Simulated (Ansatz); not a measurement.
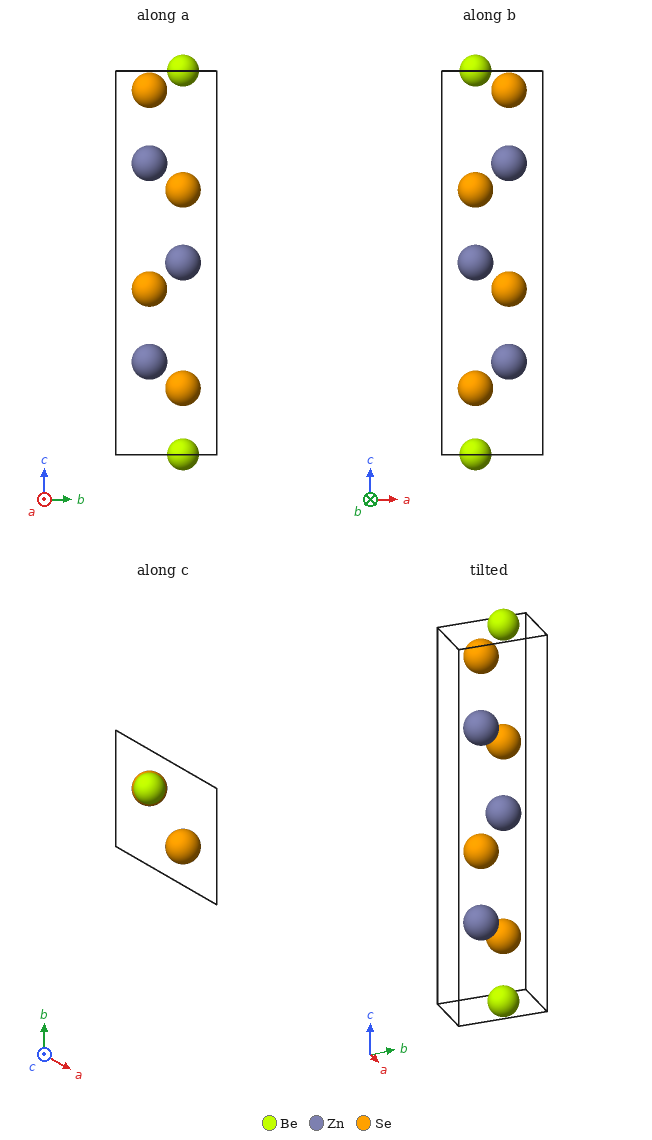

Spheres-only representation of a periodic structure, projected along the a axis, along the b axis, along the c axis and slightly off an axis. One conventional unit cell is framed, with atoms on its boundary repeated.

Lattice parameters: a = 3.949 Å, b = 3.949 Å, c = 13.038 Å, α = 90.00°, β = 90.00°, γ = 120.00°.

Reconstruct the structure as a table of Wyckoff sites, with free fractional coordinates to two decimals.

Answer. Space group P3m1 (No. 156).
| atom | site | x | y | z |
| --- | --- | --- | --- | --- |
| Be | 1b | 0.3333 | 0.6667 | 0.00 |
| Zn | 1b | 0.3333 | 0.6667 | 0.50 |
| Zn | 1c | 0.6667 | 0.3333 | 0.24 |
| Zn | 1c | 0.6667 | 0.3333 | 0.76 |
| Se | 1b | 0.3333 | 0.6667 | 0.17 |
| Se | 1b | 0.3333 | 0.6667 | 0.69 |
| Se | 1c | 0.6667 | 0.3333 | 0.43 |
| Se | 1c | 0.6667 | 0.3333 | 0.95 |

Its origin is a structure type filled with these elements by a generator (whether the compound takes this form wasn't checked). Earlier steps of the study, as a rule a relaxation of our own, may have changed the cell and positions, so they can lie some per cent off the listed ones. It was the input of a calculation with Ansatz.
